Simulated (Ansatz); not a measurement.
**CH4AlNS: rotation by 180° about the N2–Al3 bond, part 1 of 2**

Aim: the minimum-energy path and barrier of the rotation by 180° about the N2–Al3 bond. The ends are relaxed first, then joined by a nudged elastic band. SMILES of the start: C=[N][AlH][SH].

Program: Ansatz 0.2.0. Level of theory: RKS r2SCAN-D4/STO-3G. These are calculated values, not measurements.

## (1) The system as given

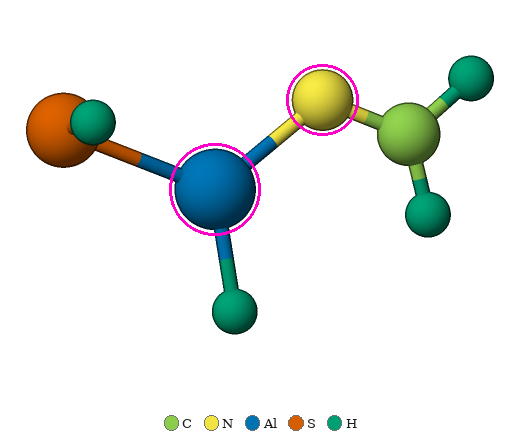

The starting structure, seen from a chosen angle (carbon green, nitrogen yellow, aluminium blue, sulfur orange, hydrogen teal). Ringed: N2, Al3.

Structure file:

```xyz
8

C    -0.4417    1.8038    0.0469
N    -0.7038    0.6402    0.4204
Al    0.1467   -0.8452   -0.3864
S    -0.1737   -2.9332    0.3707
H     0.2078    2.0632   -0.7870
H    -1.0151    2.6814    0.5165
H     1.2481   -0.6159   -1.5572
H     0.8239   -2.8513    1.3202
```

## (2) End point A

Contents of input.yaml:

```yaml
crystal:
  periodic: [false, false, false]
  atoms:
    - { symbol: C, position_ang: [-0.4417, 1.8038, 0.0469] }
    - { symbol: "N", position_ang: [-0.7038, 0.6402, 0.4204] }
    - { symbol: Al, position_ang: [0.1467, -0.8452, -0.3864] }
    - { symbol: S, position_ang: [-0.1737, -2.9332, 0.3707] }
    - { symbol: H, position_ang: [0.2078, 2.0632, -0.787] }
    - { symbol: H, position_ang: [-1.0151, 2.6814, 0.5165] }
    - { symbol: H, position_ang: [1.2481, -0.6159, -1.5572] }
    - { symbol: H, position_ang: [0.8239, -2.8513, 1.3202] }
basis:
  gaussian: { orbitals: STO-3G }
hamiltonian:
  xc: r2scan
  dispersion: d4
relax:
  f_tol: 0.015
  max_steps: 40
output:
  orbitals: {}
```

Started as:

```bash
$ ansatz run input.yaml --threads 1 --pin off --max-ram 2048MiB --backend cpu --events-out ev --progress --plain --runs-dir out
```

What it wrote, cut to the lines that bear on the results:

```text
Warning: RAYON_NUM_THREADS=1 ignored (pool sized by the plan → 1); use --threads N
[...]
Functional definition: r2SCAN
[...]
424 factors; integrals over basis functions are off by at most 9.4e-6 eV
[...]
mean field -19789.40545444 eV, -727.2472367100 hartree, gradient 4.6e-5 eV, S^2 0.000000; 0 other end points of the search recorded, 0 dependent functions left out
[...]
reference -19789.40546035 eV, -727.2472369269 hartree; 23, 23 occupied and 9, 9 virtual orbitals, 424 factors
relax step   1: F+E_penalty+E_count = -19789.44289955 eV  Δ(F+E_penalty+E_count) = +0.000e0 eV  max|allowed force component| = 4.709e0 eV/Å  Δτ_max = 0.0000 Å  (22 SCF iters, accepted)
[...]
relax step   6: F+E_penalty+E_count = -19790.11705243 eV  Δ(F+E_penalty+E_count) = -7.002e-2 eV  max|allowed force component| = 1.537e0 eV/Å  Δτ_max = 0.1962 Å  (31 SCF iters, accepted)
[...]
relax step  11: F+E_penalty+E_count = -19790.40217664 eV  Δ(F+E_penalty+E_count) = +6.800e-2 eV  max|allowed force component| = 7.282e-1 eV/Å  Δτ_max = 0.1496 Å  (25 SCF iters, rejected (line search))
[...]
relax step  16: F+E_penalty+E_count = -19790.47944254 eV  Δ(F+E_penalty+E_count) = -1.469e-3 eV  max|allowed force component| = 4.019e-1 eV/Å  Δτ_max = 0.0452 Å  (26 SCF iters, accepted)
[...]
relax step  20: F+E_penalty+E_count = -19790.50818611 eV  Δ(F+E_penalty+E_count) = -1.027e-2 eV  max|allowed force component| = 3.406e-1 eV/Å  Δτ_max = 0.2000 Å  (25 SCF iters, accepted)
relax step  21: F+E_penalty+E_count = -19790.50767554 eV  Δ(F+E_penalty+E_count) = +5.106e-4 eV  max|allowed force component| = 7.155e-1 eV/Å  Δτ_max = 0.1275 Å  (25 SCF iters, rejected (line search))
```

## (3) The log goes on: end point A relaxed

Output, continued, cut to the lines that bear on the results:

```text
relax step  22: F+E_penalty+E_count = -19790.52172343 eV  Δ(F+E_penalty+E_count) = -1.354e-2 eV  max|allowed force component| = 2.132e-1 eV/Å  Δτ_max = 0.0634 Å  (25 SCF iters, accepted)
[...]
relax step  24: F+E_penalty+E_count = -19790.54989795 eV  Δ(F+E_penalty+E_count) = -1.407e-2 eV  max|allowed force component| = 4.097e-1 eV/Å  Δτ_max = 0.1481 Å  (25 SCF iters, accepted)
[...]
relax step  26: F+E_penalty+E_count = -19790.55967005 eV  Δ(F+E_penalty+E_count) = -9.772e-3 eV  max|allowed force component| = 1.884e-1 eV/Å  Δτ_max = 0.0957 Å  (25 SCF iters, accepted)
[...]
relax step  28: F+E_penalty+E_count = -19790.56423814 eV  Δ(F+E_penalty+E_count) = -9.504e-4 eV  max|allowed force component| = 5.565e-1 eV/Å  Δτ_max = 0.1228 Å  (24 SCF iters, accepted)
[...]
reference -19790.53014285 eV, -727.2885682467 hartree; 23, 23 occupied and 9, 9 virtual orbitals, 424 factors
Total energy: -19790.56997378 eV, -727.2900320064 hartree
Atom 0 at    -0.339763     1.562950     0.258924 Å, force    -0.000680     0.004200     0.014736 eV/Å
Atom 1 at    -0.747342     0.437289    -0.214170 Å, force     0.003961    -0.008949     0.000834 eV/Å
Atom 2 at     0.215262    -0.941089    -0.851270 Å, force    -0.000338     0.005999    -0.006903 eV/Å
Atom 3 at     0.672656    -2.474433     0.506596 Å, force    -0.004824     0.005375     0.004039 eV/Å
Atom 4 at     0.720661     1.905617     0.359575 Å, force     0.000447    -0.001224    -0.001396 eV/Å
Atom 5 at    -1.063462     2.325849     0.627150 Å, force    -0.001268     0.001404    -0.008095 eV/Å
Atom 6 at     0.438485    -1.077506    -2.323793 Å, force    -0.000535    -0.003535    -0.000148 eV/Å
Atom 7 at     0.195703    -1.795678     1.581088 Å, force     0.003238    -0.003272    -0.003067 eV/Å
Dipole moment:     0.189038     0.119552     0.018819 e Å
```

Run time: 90 s. Hardware: 1 thread of Arm Neoverse V1, shared host; peak memory 0.16 GiB.

Step by step, one in 2:

| step | energy from step 1 (eV) | largest force component (eV/Å) |
| --- | --- | --- |
| 1 | 0.0000 | 4.7095 |
| 3 | -0.4606 | 1.1705 |
| 5 | -0.6041 | 0.6177 |
| 7 | -0.8536 | 0.8349 |
| 9 | -0.9975 | 0.7594 |
| 11x | -0.9593 | 0.7282 |
| 13 | -1.0308 | 0.2062 |
| 15 | -1.0351 | 0.4287 |
| 17 | -1.0376 | 0.2128 |
| 19 | -1.0550 | 0.2641 |
| 21x | -1.0648 | 0.7155 |
| 23 | -1.0929 | 0.1339 |
| 25x | -1.1050 | 0.7882 |
| 27 | -1.1204 | 0.1426 |
| 29 | -1.1268 | 0.0708 |
| 31 | -1.1271 | 0.0147 |

Step 1 is the start. 4 steps were tried and not accepted (marked x).

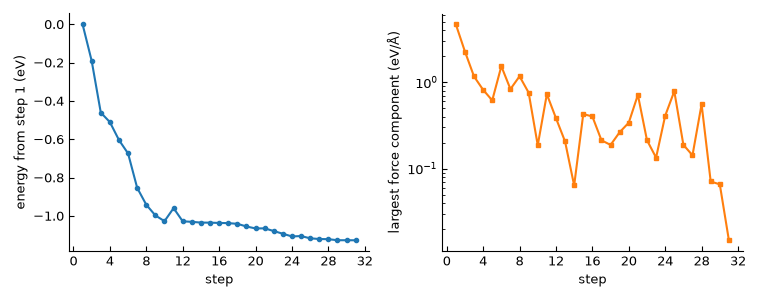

How energy and force went from step to step.

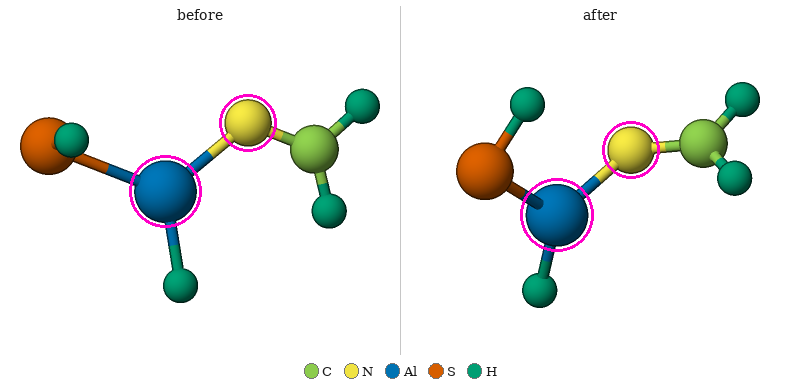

The structure before (left) and after (right), drawn at the same scale.

After: Bond lengths: C1–N2 1.287 Å, N2–Al3 1.798 Å, Al3–S4 2.099 Å, C1–H5 1.119 Å, C1–H6 1.114 Å, Al3–H7 1.496 Å, S4–H8 1.357 Å. Angles: C1–N2–Al3 129.1°, N2–C1–H5 126.9°, N2–C1–H6 121.0°, H5–C1–H6 112.1°, N2–Al3–S4 116.6°, N2–Al3–H7 119.9°, S4–Al3–H7 122.5°, Al3–S4–H8 94.0°.

## (4) End point B

The second end starts from a geometry with the move made by hand.

Contents of input.yaml:

```yaml
crystal:
  periodic: [false, false, false]
  atoms:
    - { symbol: C, position_ang: [-0.4417, 1.8038, 0.0469] }
    - { symbol: "N", position_ang: [-0.7038, 0.6402, 0.4204] }
    - { symbol: Al, position_ang: [0.1467, -0.8452, -0.3864] }
    - { symbol: S, position_ang: [1.52085, -0.59757, -2.1431] }
    - { symbol: H, position_ang: [0.2078, 2.0632, -0.787] }
    - { symbol: H, position_ang: [-1.0151, 2.6814, 0.5165] }
    - { symbol: H, position_ang: [-0.22277, -2.35281, 0.09008] }
    - { symbol: H, position_ang: [0.5046, -0.6469, -3.07491] }
basis:
  gaussian: { orbitals: STO-3G }
hamiltonian:
  xc: r2scan
  dispersion: d4
relax:
  f_tol: 0.015
  max_steps: 40
```

Started as:

```bash
$ ansatz run input.yaml --threads 1 --pin off --max-ram 2048MiB --backend cpu --events-out ev --progress --plain --runs-dir out
```

What it wrote, cut to the lines that bear on the results:

```text
Warning: RAYON_NUM_THREADS=1 ignored (pool sized by the plan → 1); use --threads N
[...]
Functional definition: r2SCAN
[...]
424 factors; integrals over basis functions are off by at most 1.2e-5 eV
[...]
mean field -19789.46911630 eV, -727.2495762401 hartree, gradient 4.1e-5 eV, S^2 0.000000; 0 other end points of the search recorded, 0 dependent functions left out
[...]
reference -19789.46912219 eV, -727.2495764567 hartree; 23, 23 occupied and 9, 9 virtual orbitals, 424 factors
relax step   1: F+E_penalty+E_count = -19789.50892522 eV  Δ(F+E_penalty+E_count) = +0.000e0 eV  max|allowed force component| = 4.755e0 eV/Å  Δτ_max = 0.0000 Å  (22 SCF iters, accepted)
[...]
relax step   4: F+E_penalty+E_count = -19790.02577308 eV  Δ(F+E_penalty+E_count) = -8.402e-2 eV  max|allowed force component| = 9.564e-1 eV/Å  Δτ_max = 0.1006 Å  (26 SCF iters, accepted)
[...]
relax step   7: F+E_penalty+E_count = -19790.23864115 eV  Δ(F+E_penalty+E_count) = -9.218e-2 eV  max|allowed force component| = 1.280e0 eV/Å  Δτ_max = 0.1955 Å  (32 SCF iters, accepted)
[...]
relax step  10: F+E_penalty+E_count = -19790.44516329 eV  Δ(F+E_penalty+E_count) = -3.674e-2 eV  max|allowed force component| = 1.372e0 eV/Å  Δτ_max = 0.1947 Å  (31 SCF iters, accepted)
[...]
relax step  13: F+E_penalty+E_count = -19790.53293982 eV  Δ(F+E_penalty+E_count) = -1.881e-2 eV  max|allowed force component| = 2.212e-1 eV/Å  Δτ_max = 0.1248 Å  (25 SCF iters, accepted)
[...]
relax step  14: F+E_penalty+E_count = -19790.54002004 eV  Δ(F+E_penalty+E_count) = -7.080e-3 eV  max|allowed force component| = 6.989e-1 eV/Å  Δτ_max = 0.1795 Å  (25 SCF iters, accepted)
[...]
424 factors; integrals over basis functions are off by at most 2.8e-5 eV
```

## (5) The log goes on: end point B relaxed

The log, continued, cut to the lines that bear on the results:

```text
mean field -19790.50573992 eV, -727.2876714553 hartree, gradient 5.9e-6 eV, S^2 0.000000; 0 other end points of the search recorded, 0 dependent functions left out
[...]
reference -19790.50574570 eV, -727.2876716679 hartree; 23, 23 occupied and 9, 9 virtual orbitals, 424 factors
relax step  15: F+E_penalty+E_count = -19790.54619520 eV  Δ(F+E_penalty+E_count) = -6.175e-3 eV  max|allowed force component| = 6.777e-1 eV/Å  Δτ_max = 0.0755 Å  (26 SCF iters, accepted)
[...]
relax step  17: F+E_penalty+E_count = -19790.56327511 eV  Δ(F+E_penalty+E_count) = -1.501e-2 eV  max|allowed force component| = 2.397e-1 eV/Å  Δτ_max = 0.0775 Å  (26 SCF iters, accepted)
[...]
relax step  19: F+E_penalty+E_count = -19790.56741573 eV  Δ(F+E_penalty+E_count) = -2.300e-3 eV  max|allowed force component| = 1.929e-1 eV/Å  Δτ_max = 0.0535 Å  (26 SCF iters, accepted)
[...]
reference -19790.53014702 eV, -727.2885683998 hartree; 23, 23 occupied and 9, 9 virtual orbitals, 424 factors
Total energy: -19790.56998621 eV, -727.2900324632 hartree
Atom 0 at    -0.435760     1.746956     0.041271 Å, force    -0.011458     0.008819     0.001743 eV/Å
Atom 1 at    -0.800045     0.562952    -0.308052 Å, force     0.000922    -0.001980     0.000979 eV/Å
Atom 2 at     0.193569    -0.915363    -0.545323 Å, force     0.006633    -0.000938    -0.010733 eV/Å
Atom 3 at     0.871122    -1.287216    -2.497038 Å, force    -0.003864     0.001460     0.008645 eV/Å
Atom 4 at     0.603448     2.088466     0.276972 Å, force    -0.000329    -0.002748     0.000795 eV/Å
Atom 5 at    -1.180851     2.569624     0.141571 Å, force     0.009319    -0.005931    -0.001918 eV/Å
Atom 6 at     0.293582    -1.931323     0.547679 Å, force    -0.000893     0.002254    -0.000679 eV/Å
Atom 7 at     0.451516    -0.087977    -2.974611 Å, force    -0.000329    -0.000936     0.001168 eV/Å
Dipole moment:     0.180980     0.108513     0.079706 e Å
```

It took 70 s on 1 thread of Arm Neoverse V1, shared host; peak memory 0.16 GiB.

The steps of the relaxation:

| step | energy from step 1 (eV) | largest force component (eV/Å) |
| --- | --- | --- |
| 1 | 0.0000 | 4.7548 |
| 2 | -0.1600 | 2.5572 |
| 3 | -0.4328 | 1.7824 |
| 4 | -0.5168 | 0.9564 |
| 5 | -0.5745 | 0.5281 |
| 6 | -0.6375 | 1.0849 |
| 7 | -0.7297 | 1.2795 |
| 8 | -0.8797 | 0.6316 |
| 9 | -0.8995 | 1.1445 |
| 10 | -0.9362 | 1.3724 |
| 11 | -0.9774 | 0.4001 |
| 12 | -1.0052 | 0.3376 |
| 13 | -1.0240 | 0.2212 |
| 14 | -1.0311 | 0.6989 |
| 15 | -1.0373 | 0.6777 |
| 16 | -1.0393 | 0.3135 |
| 17 | -1.0544 | 0.2397 |
| 18 | -1.0562 | 0.3381 |
| 19 | -1.0585 | 0.1929 |
| 20x | -1.0582 | 0.1152 |
| 21 | -1.0607 | 0.0863 |
| 22 | -1.0610 | 0.0197 |
| 23 | -1.0611 | 0.0115 |

Step 1 is the start. 1 step was tried and not accepted (marked x).

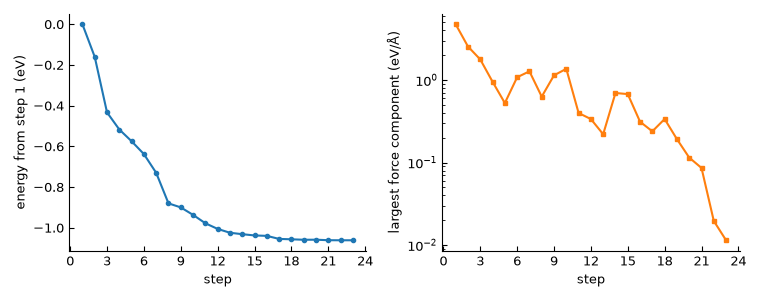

How energy and force went from step to step.

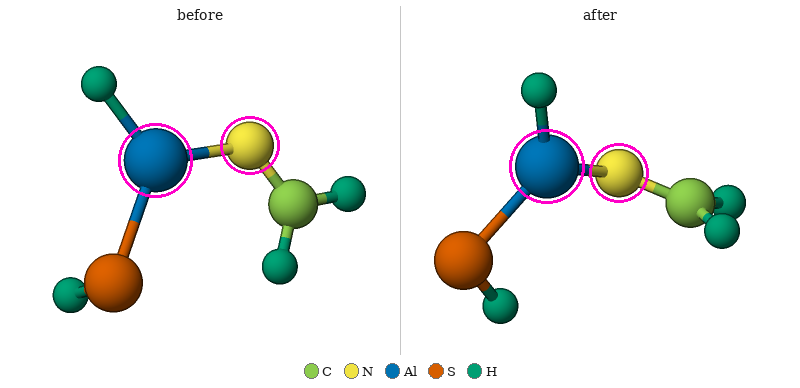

Before and after, at one scale.

After: Bond lengths: C1–N2 1.287 Å, N2–Al3 1.797 Å, Al3–S4 2.099 Å, C1–H5 1.119 Å, C1–H6 1.114 Å, Al3–H7 1.496 Å, S4–H8 1.357 Å. Angles: C1–N2–Al3 129.5°, N2–C1–H5 126.9°, N2–C1–H6 120.9°, H5–C1–H6 112.1°, N2–Al3–S4 116.5°, N2–Al3–H7 120.0°, S4–Al3–H7 122.5°, Al3–S4–H8 94.1°.

## (6) Nudged elastic band

crystal.atoms is end A as relaxed above, and neb.final_atoms is end B, turned to lie on A. With 5 inner images the band has 7 in all.

Contents of input.yaml:

```yaml
crystal:
  periodic: [false, false, false]
  atoms:
    - { symbol: C, position_ang: [-0.339763, 1.56295, 0.258924] }
    - { symbol: "N", position_ang: [-0.747342, 0.437289, -0.21417] }
    - { symbol: Al, position_ang: [0.215262, -0.941089, -0.85127] }
    - { symbol: S, position_ang: [0.672656, -2.474433, 0.506596] }
    - { symbol: H, position_ang: [0.720661, 1.905617, 0.359575] }
    - { symbol: H, position_ang: [-1.063462, 2.325849, 0.62715] }
    - { symbol: H, position_ang: [0.438485, -1.077506, -2.323793] }
    - { symbol: H, position_ang: [0.195703, -1.795678, 1.581088] }
basis:
  gaussian: { orbitals: STO-3G }
hamiltonian:
  xc: r2scan
  dispersion: d4
neb:
  order_check: false
  images: 5
  f_tol: 0.05
  max_iterations: 60
  initial_path: idpp
  final_atoms:
    - { symbol: C, position_ang: [-0.34943196, 1.56003164, 0.26129572] }
    - { symbol: "N", position_ang: [0.53678753, 0.71553369, -0.13623894] }
    - { symbol: Al, position_ang: [0.31908962, -0.91962168, -0.84887916] }
    - { symbol: S, position_ang: [0.36298182, -2.53860946, 0.48659686] }
    - { symbol: H, position_ang: [-1.46073443, 1.43263371, 0.23106501] }
    - { symbol: H, position_ang: [-0.0512692, 2.54417737, 0.69089958] }
    - { symbol: H, position_ang: [0.36699615, -1.09995587, -2.33279804] }
    - { symbol: H, position_ang: [0.36778047, -1.7511904, 1.59215896] }
```

Started as:

```bash
$ ansatz run input.yaml --threads 1 --pin off --max-ram 2048MiB --backend cpu --events-out ev --progress --plain --runs-dir out
```

What it wrote, cut to the lines that bear on the results:

```text
Warning: RAYON_NUM_THREADS=1 ignored (pool sized by the plan → 1); use --threads N
[...]
Functional definition: r2SCAN
[...]
425 factors; integrals over basis functions are off by at most 1.8e-5 eV
[...]
mean field -19790.53011427 eV, -727.2885671962 hartree, gradient 3.0e-5 eV, S^2 0.000000; 0 other end points of the search recorded, 0 dependent functions left out
[...]
reference -19790.53012018 eV, -727.2885674134 hartree; 23, 23 occupied and 9, 9 virtual orbitals, 425 factors
426 factors; integrals over basis functions are off by at most 1.7e-5 eV
[...]
mean field -19790.53013034 eV, -727.2885677868 hartree, gradient 3.0e-5 eV, S^2 0.000000; 0 other end points of the search recorded, 0 dependent functions left out
[...]
reference -19790.53013625 eV, -727.2885680040 hartree; 23, 23 occupied and 9, 9 virtual orbitals, 426 factors
[...]
NEB iter  14: max|band force component| = 2.606e-2 eV/Å  barrier→ = 0.0944 eV  barrier← = 0.0944 eV  CI = image 3  Δτ_max = 0.0000 Å  (239 SCF iters)
Total energy: -19790.47555347 eV, -727.2865621238 hartree
Atom 0 at     0.013655     1.661120     0.193683 Å, force    -0.002676    -0.001912     0.007423 eV/Å
Atom 1 at    -0.320384     0.479804     0.624192 Å, force     0.001223    -0.001550    -0.001294 eV/Å
Atom 2 at     0.259657    -0.874761    -0.483810 Å, force     0.000027     0.000008    -0.001254 eV/Å
Atom 3 at    -0.291294    -2.806244     0.094980 Å, force    -0.001382     0.002750    -0.000394 eV/Å
Atom 4 at     0.587389     1.913053    -0.734421 Å, force     0.002379     0.000410    -0.005814 eV/Å
Atom 5 at    -0.272719     2.570764     0.768017 Å, force    -0.000537     0.001403    -0.001067 eV/Å
Atom 6 at     1.075116    -0.619312    -1.716256 Å, force     0.000176     0.000282     0.001822 eV/Å
Atom 7 at    -0.959219    -2.381424     1.197714 Å, force     0.000790    -0.001391     0.000578 eV/Å
Dipole moment:     0.102436     0.058667    -0.165664 e Å
this run last wrote the band of iteration 14 to <dir>
```

It took 3 min on 1 thread of Arm Neoverse V1, shared host; peak memory 0.11 GiB.

(Continued in part 2 of 2.)
